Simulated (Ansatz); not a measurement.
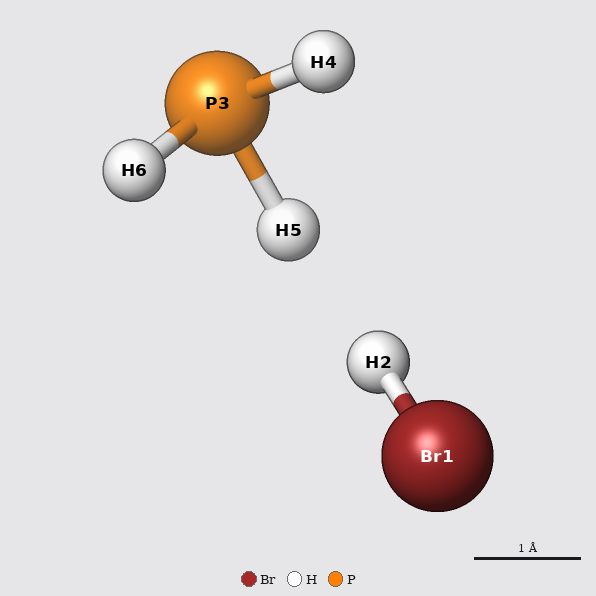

Figure made from data computed with Ansatz.

Atoms carry their numbers in the input. Geometry: a pair of rigid molecules at a changed separation.

What are the angles H4–P3–H5?

```json
{"angle": "H4–P3–H5", "degrees": "93.5"}
```
